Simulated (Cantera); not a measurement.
Charge: 1 mol SiF4, 0.0075 mol C2H2, 61 mol H2, 0.16 mol C3H8, at 1375 K.

Cantera equilibrium calculation (NASA polynomials, part measured and part estimated; ideal gas, pure solids and liquids). Candidate condensed phases: C, C6H6, C7H8, C8H18, Si, SiC; 113 gas species. The tables' values for SiF3, SiF2 are old estimates; treat these amounts as uncertain. The numbers say what is thermodynamically allowed, not how fast it happens.

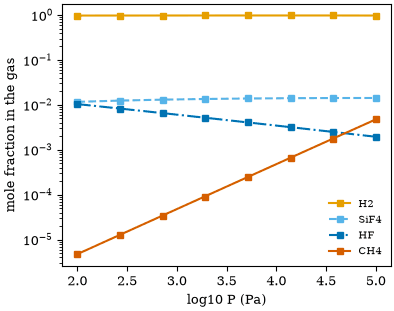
Figure. Equilibrium gas composition (values under 1e-9 drawn at 1e-9)

Q: Read off the mole fractions at 2.70 mbar.

A: H2 about 0.98, SiF4 about 0.012, HF about 0.0083, CH4 about 1.3e-5.
